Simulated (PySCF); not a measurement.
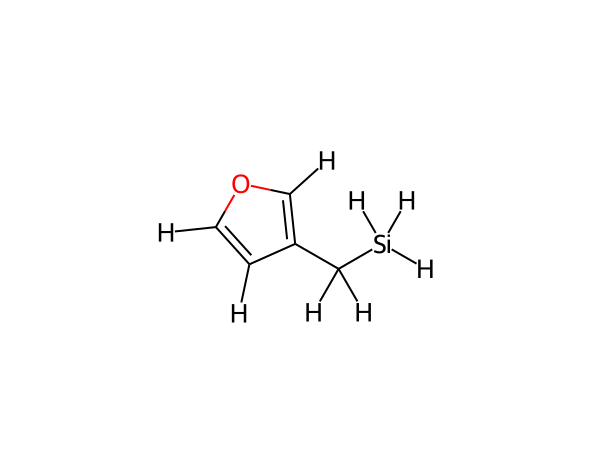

Figure made from data computed with PySCF.

2D structure.

Transcribe the drawing into SMILES.

[SiH3]Cc1ccoc1

Give the formula, hydrogens included.

C5H8OSi.

An optimisation with GFN2-xTB gave a structure of which point group?

C1. Other conformers may differ.
